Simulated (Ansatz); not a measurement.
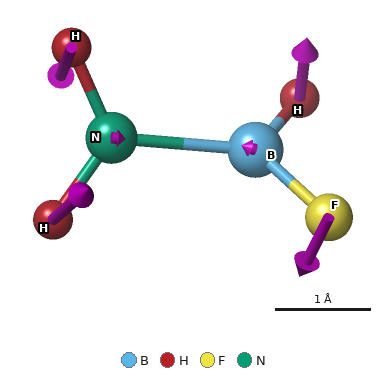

This is a relaxation of BNH3F. The starting structure is drawn; purple arrows show the displacements, magnified 2 times. The two geometries are superimposed by the best rigid fit.

The picture is a ball-and-stick view, seen at a tilt.

The run prepares the start of a later molecular dynamics calculation, from a guessed geometry.

These are results of Ansatz 0.2.0, RKS B3LYP-D4/def2-SVP, not measurements. (no spin polarisation; force threshold 0.02 eV/Å; at most 40 steps)

**What happened in the run?**

The energy falls by 114.3 kJ/mol in 6 geometry steps. The largest force component goes from 3.2 to 0.0053 eV/Å. The largest moves after the best rigid fit, 0.59 Å, are those of H atoms. By element the largest moves are H 0.59 Å, F 0.47 Å, B 0.08 Å, N 0.08 Å. Among the contacts that change: B–N 1.550 → 1.394 Å, H–N 1.060 → 1.012 Å, B–F 1.320 → 1.340 Å, B–H 1.190 → 1.207 Å. Among the angles between lasting bonds that change: H–N–H 120.0° → 114.5°, B–N–H 120.0° → 122.7°. Groups turn about B–N by about 65°.
